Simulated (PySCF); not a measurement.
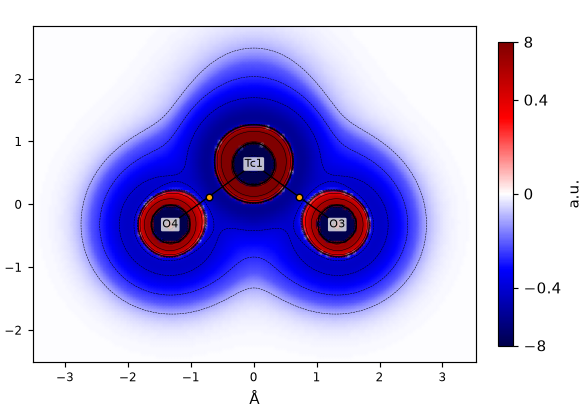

FO$_{3}$Tc. Negative Laplacian of the density (−∇²ρ) in the plane of Tc1, O3 and O4 (red positive, blue negative, colour scale in a.u., logarithmic beyond ±0.04), with bond paths and bond critical points (dots).

Method: ωB97X/def2-TZVP; geometry: GFN2-xTB; program: PySCF. Core potentials replace the inner electrons of Tc; spin–orbit coupling isn't included. This is a single-reference result, which may miss multireference character in this system. No frequency check shows the geometry to be a minimum. GFN2-xTB bond lengths at metals and heavier atoms can be off by up to 0.1 Å and shapes distorted, which carries into these values.

The calculation's input:

```python
import numpy as np
from pyscf import gto, scf, dft
from pyscf.scf import atom_ks, atom_hf
from scipy.linalg import block_diag

def solve(mol, dm0=None, hcore=None):
    mf = (dft.UKS if mol.spin else dft.RKS)(mol, xc='wb97x')
    mf.grids.level = 3
    mf = mf.density_fit(auxbasis='def2-universal-jkfit')
    mf.conv_tol, mf.max_cycle = 1e-8, 80
    if hcore is not None:
        mf.get_hcore = lambda *args: hcore
    mf.kernel(dm0)
    if not mf.converged:
        mf = mf.newton().run(mf.mo_coeff, mf.mo_occ, max_cycle=30)
    assert mf.converged, 'SCF not converged'
    return mf

mol = gto.M(atom='''
Tc    -0.02245    -0.00012    -0.00016
O     -0.60171     1.09668    -1.07201
O     -0.58366    -1.48101    -0.42534
O     -0.62825     0.36909     1.47780
F      1.71936     0.01414     0.01816
''', basis='def2-tzvp', ecp={'Tc': 'def2-tzvp'}, charge=0, spin=0, verbose=4)
mf = solve(mol)
mf.analyze()
# spherically averaged free atoms, for the promolecule
atom_ks.AtomSphAverageRKS.init_guess_by_vsap = lambda self, mol=None: self.init_guess_by_minao(mol)  # core potentials
atm = atom_ks.get_atm_nrks(mol, xc='wb97x')
pro = block_diag(*[(atm[a[0]][2] * atm[a[0]][3]) @ atm[a[0]][2].T for a in mol._atom])
np.savez('result.npz', e=mf.e_tot, c=mf.mo_coeff, occ=mf.mo_occ, eps=mf.mo_energy, pro=pro, dip=mf.dip_moment(verbose=0), s2=mf.spin_square()[0])
```

Launched as:

```sh
OMP_NUM_THREADS=1 python input.py
```

The run took 25 s on 1 thread of Intel(R) Xeon(R) Processor @ 2.70GHz (shared host), peak memory 0.62 GiB.

Partitions, critical points and surface values were worked out afterwards from this run's density.

### Sort the bonds in the plane by the sign of ∇²ρ at their critical points.

At none is it concentrated. Depleted (∇²ρ > 0): Tc1–O4 and Tc1–O3 (+0.90 a.u., H = −0.252). A positive Laplacian with negative H is typical of metal–ligand bonds.
